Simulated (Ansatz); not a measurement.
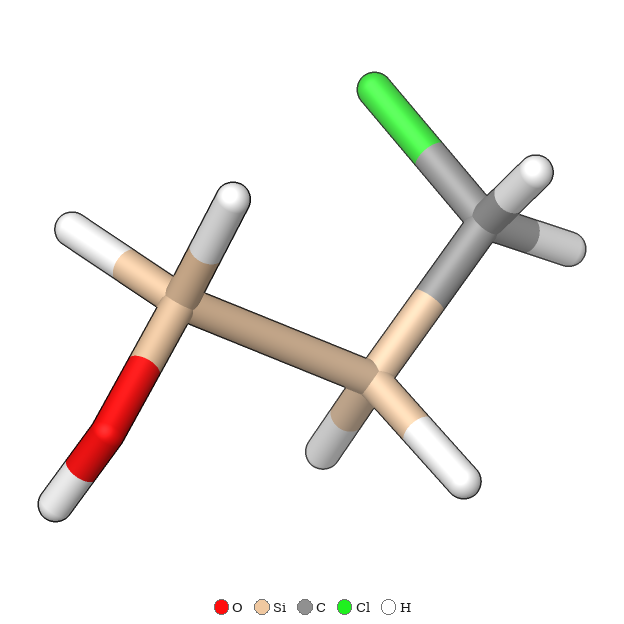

The picture shows a molecular structure as a stick model.

What does the picture show?

The molecule is CH₇ClOSi₂. SMILES: `O[SiH2][SiH2]CCl`. It has no ring. Among its groups: C–Cl bond, Si–H bond, Si–O bond. The point group is C1. Coordination: 1 O bent; 2 Si tetrahedral; 1 C tetrahedral.

The parts below concern this one geometry. Atoms keep their numbers from picture to picture. Computed geometry: PBE0-D4/def2-TZVP optimisation.

## Shape

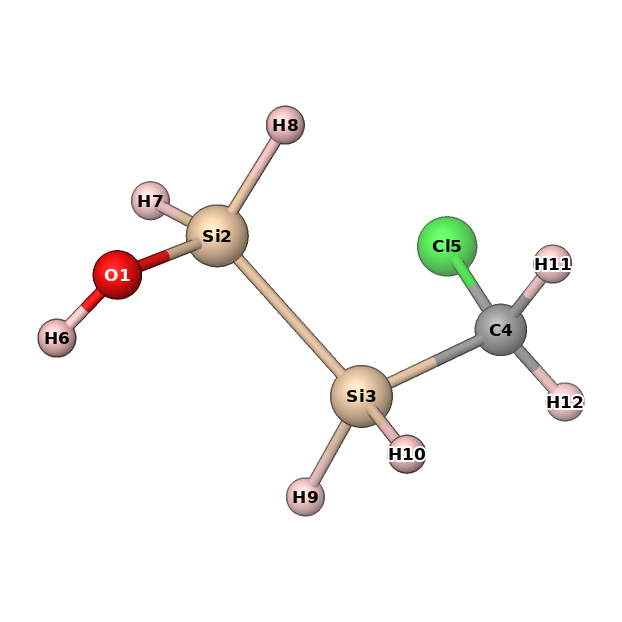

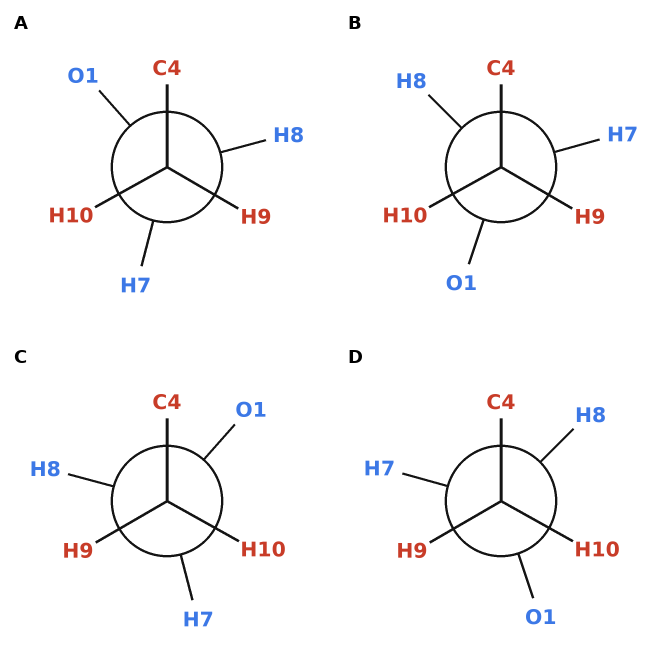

Atoms fade into the background with distance from the viewer. Bonds that would overlap in a projection are set slightly apart.

Question: Which Newman projection shows the view along Si3–Si2, with Si3 in front?

Answer: B. The torsion angle C4–Si3–Si2–O1 is −162°, antiperiplanar (anti).

## Vibrations

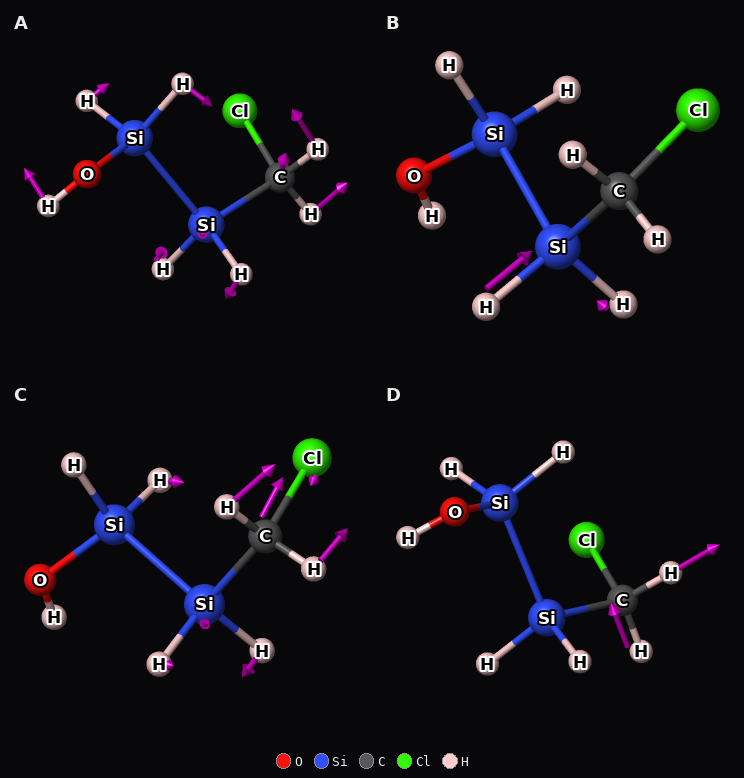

4 normal modes of one molecule or complex, as arrows. Harmonic vibrations computed with RKS PBE0-D4/def2-TZVP (Ansatz 0.2.0) at a stationary point of the same level.

Question: Match the panels to the wavenumbers 108 cm⁻¹, 775 cm⁻¹, 2196 cm⁻¹, 3154 cm⁻¹.

Answer: A: 108 cm⁻¹
B: 2196 cm⁻¹, Si–H stretching
C: 775 cm⁻¹
D: 3154 cm⁻¹, out-of-phase stretching of 2 C–H bonds

## Charges

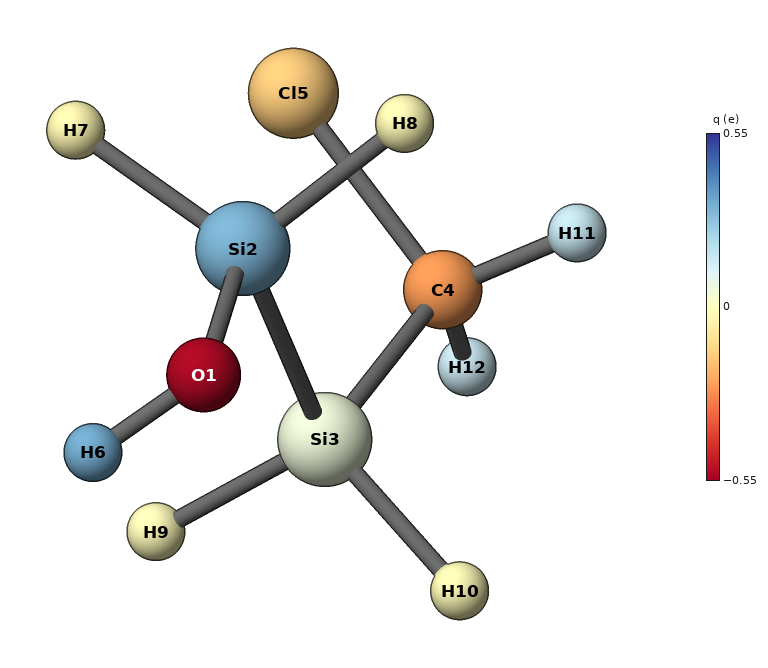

Atoms are coloured by their Mulliken charges. Level of theory: RKS PBE0-D4/def2-TZVP (Ansatz 0.2.0).

Question: Which atom carries the highest charge (most positive or least negative)?

Answer: H6 (0.32 e).

Question: And the lowest?

Answer: O1 (−0.52 e).

Give the Mulliken charges atom by atom.

```
atom  value (e)
  O1      −0.52
 Si2       0.31
 Si3       0.06
  C4      −0.25
 Cl5      −0.15
  H6       0.32
  H7      −0.03
  H8      −0.02
  H9      −0.01
 H10      −0.01
 H11       0.15
 H12       0.15
```

## Electronic properties

Level of theory: RKS r2SCAN-D4/def2-TZVPP (Ansatz 0.2.0).

What does the calculation give?

- dipole moment: 1.55 D
- HOMO energy (Kohn–Sham orbital): −6.81 eV
- LUMO energy (Kohn–Sham orbital): −1.20 eV
- HOMO–LUMO gap: 5.61 eV
- dispersion correction: −7.2 kJ/mol

Mulliken values depend strongly on the basis set and can even reverse the polarity of a bond.
